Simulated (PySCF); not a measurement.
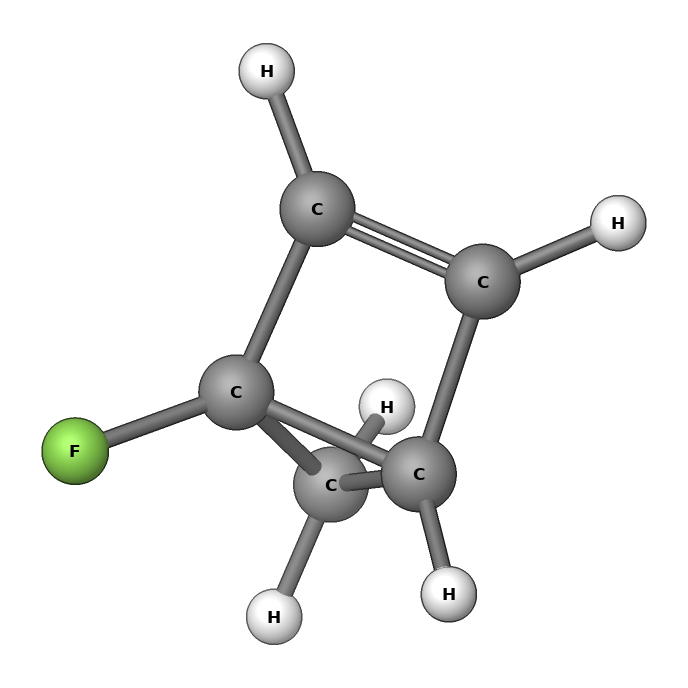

Double and triple bonds are drawn as two and three sticks.

The geometry was computed by an optimisation with PBE0-D3(BJ)/def2-SVP. No frequency run is at hand to confirm it as a minimum.

Give the formula.

Answer. C₅H₅F, 11 atoms: 5 carbon, 5 hydrogen and 1 fluorine.

Give a SMILES string for it.

Answer. F[C@@]12C=C[C@@H]1C2

The parts below concern this one geometry. Atoms keep their numbers from picture to picture.

### Geometry

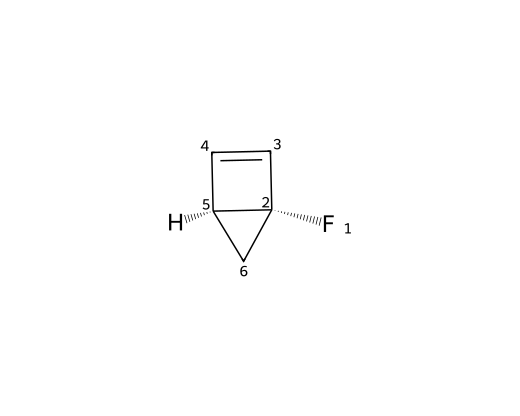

Skeletal drawing with numbered atoms; wedges and dashes mark any stereocentres. The configuration is that of a computed structure (PBE0-D3(BJ)/def2-SVP).

What are the Cahn–Ingold–Prelog descriptors?

Answer. C2: S; C5: S.

### Dipole moment

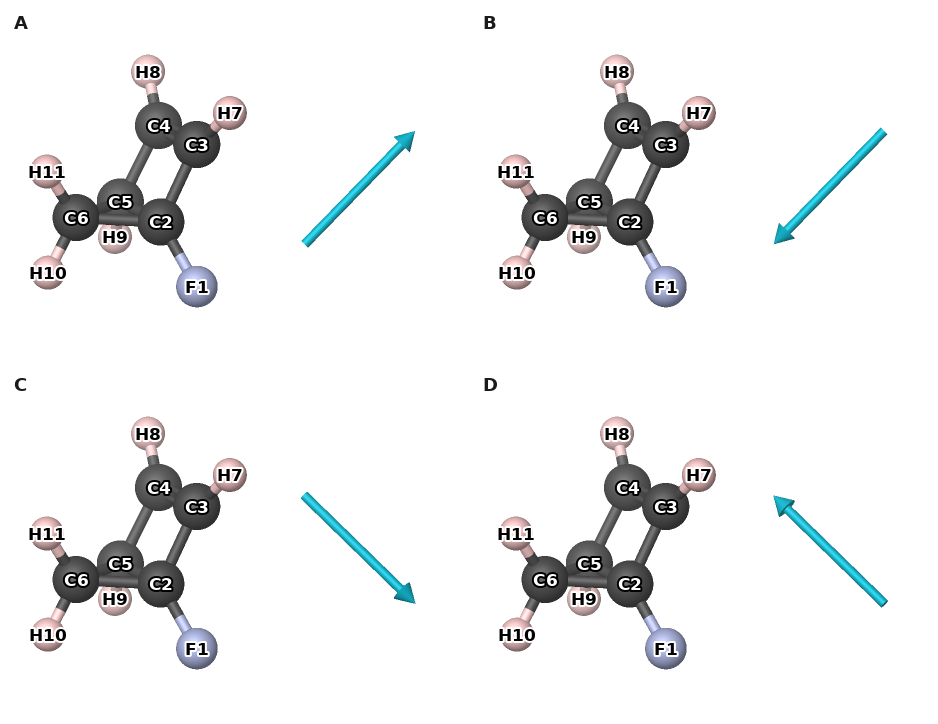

The same molecule four times, each with an arrow. No frequency run is at hand to confirm it as a minimum. Level of theory: LDA/pcJ-1, gas phase (PySCF 2.14.0).

Which arrow points along the dipole moment, from the negative to the positive end?

Answer. D. The dipole moment is 1.53 D; it points from the side of F1 to the side of H8 (the outermost atoms at the two ends).

### Spin–spin coupling

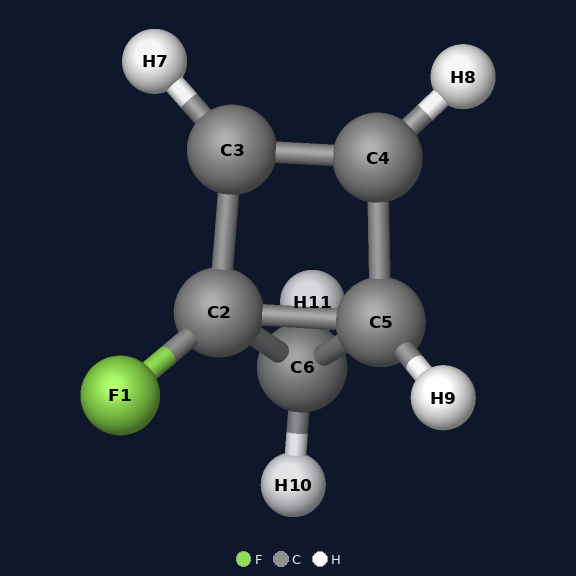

No frequency run is at hand to confirm it as a minimum. Properties computed with PBE/pcJ-1 indirect spin-spin coupling, non-relativistic, gas phase (PySCF 2.14.0). Isotopes: 13C, 19F, 1H.

Give the spin–spin coupling constants of these pairs, with the number of bonds between them: F1/C2, F1/C5, F1/C6, F1/C3, F1/H10, F1/H9, F1/H11, F1/H7, F1/C4.

| pair | bonds apart | J (Hz) |
| --- | --- | --- |
| F1, C2 | 1 | −390.5 |
| F1, C5 | 2 | 7.3 |
| F1, C6 | 2 | 5.8 |
| F1, C3 | 2 | 17.0 |
| F1, H10 | 3 | 7.0 |
| F1, H9 | 3 | 8.3 |
| F1, H11 | 3 | 2.8 |
| F1, H7 | 3 | −1.1 |
| F1, C4 | 3 | 6.1 |

Density functionals are unreliable for couplings to fluorine, so those rows may be far off.

### Bond orders

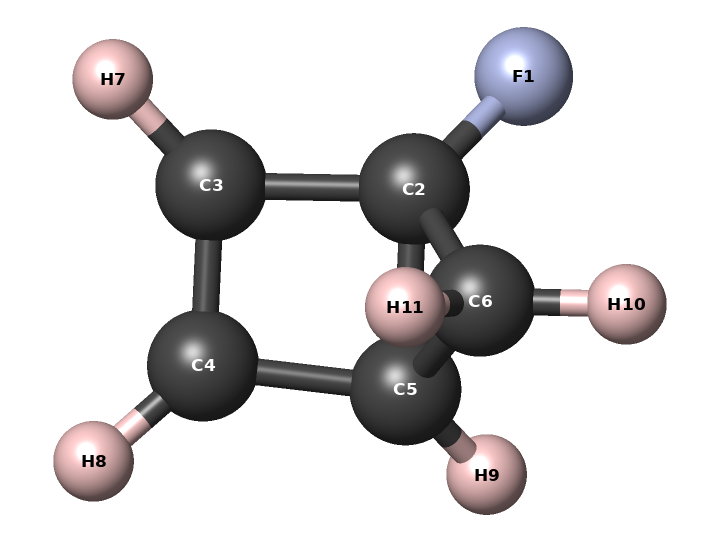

Every bond is drawn as one stick. No frequency run is at hand to confirm it as a minimum. Computed with PBE0/IGLO-III (PySCF 2.14.0).

List the Mayer bond orders of F1–C2, C2–C3, C2–C5, C2–C6, C3–C4, C3–H7, C4–C5, C4–H8, C5–C6, C5–H9, C6–H10, C6–H11.

```tsv
bond	Mayer order	length (Å)
F1–C2	1.08	1.343
C2–C3	0.98	1.512
C2–C5	0.85	1.498
C2–C6	0.93	1.502
C3–C4	1.86	1.345
C3–H7	0.99	1.093
C4–C5	0.94	1.519
C4–H8	0.98	1.093
C5–C6	0.92	1.526
C5–H9	0.99	1.091
C6–H10	0.99	1.096
C6–H11	0.97	1.095
```
